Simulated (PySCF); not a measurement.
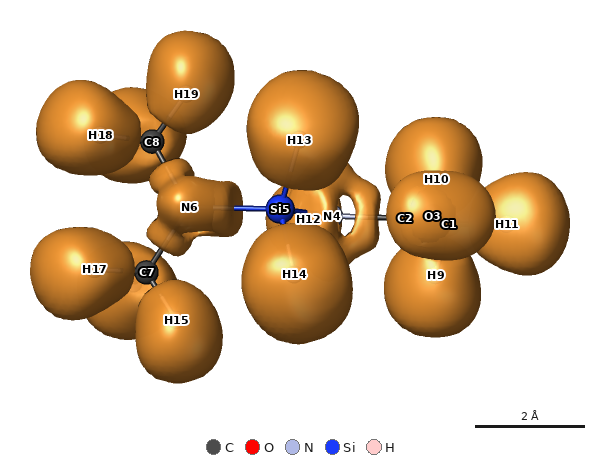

Figure 1: C4H12N2OSi. Isosurface of the electron localisation function at 0.75 (orange), seen at a tilt. Only the valence region is drawn (cores and ρ < 0.01 e/Å³ removed).

Geometry: PBE0-D3(BJ)/def2-SVP.

The calculation used CAM-B3LYP/def2-SVPD, SCF density, gas phase in PySCF.

Input

```
{"job": {"kind": "uv", "xc": "CAM-B3LYP", "basis": "def2-SVPD", "ip": true}, "charge": 0, "multiplicity": 1}
C      2.717790    -0.026175    -0.926554
C      1.520981    -0.872848    -0.567194
O      1.600299    -2.065680    -0.328068
N      0.306723    -0.252807    -0.516185
Si    -1.104061    -1.259283    -0.096129
N     -2.525761    -0.274063    -0.095348
C     -3.287793    -0.017481    -1.289487
C     -2.895430     0.534939     1.036816
H      2.600808     0.396360    -1.936650
H      2.827167     0.813623    -0.223038
H      3.618884    -0.648506    -0.895742
H      0.243135     0.737478    -0.720782
H     -0.909964    -1.797518     1.276665
H     -1.277379    -2.311296    -1.132339
H     -3.002342    -0.716026    -2.090391
H     -3.146186     1.012043    -1.677896
H     -4.371789    -0.147259    -1.107909
H     -3.968956     0.418304     1.279534
H     -2.322338     0.240404     1.929034
H     -2.717303     1.617202     0.869244
```

Run with:

```sh
OMP_NUM_THREADS=1 python probes_run.py task.json out
```

**Where are the electrons localised?**

The surface consists of one region between bonded C–C atoms (shared pairs), eleven regions around hydrogen nuclei, one region on N in which the atom's valence shell and bonds are merged, one region on O in which the atom's valence shell and bonds are merged and one joined region spread over several atoms (H, N), in which their bonds and any lone pairs are merged. Along the contacts the grid gives the following. C–O (1.22 Å): the ELF peaks at about 0.85 between the atoms (a short, multiple covalent bond). C–N (1.36 Å): the ELF peaks at about 0.95 between the atoms (localised, covalent bonding).
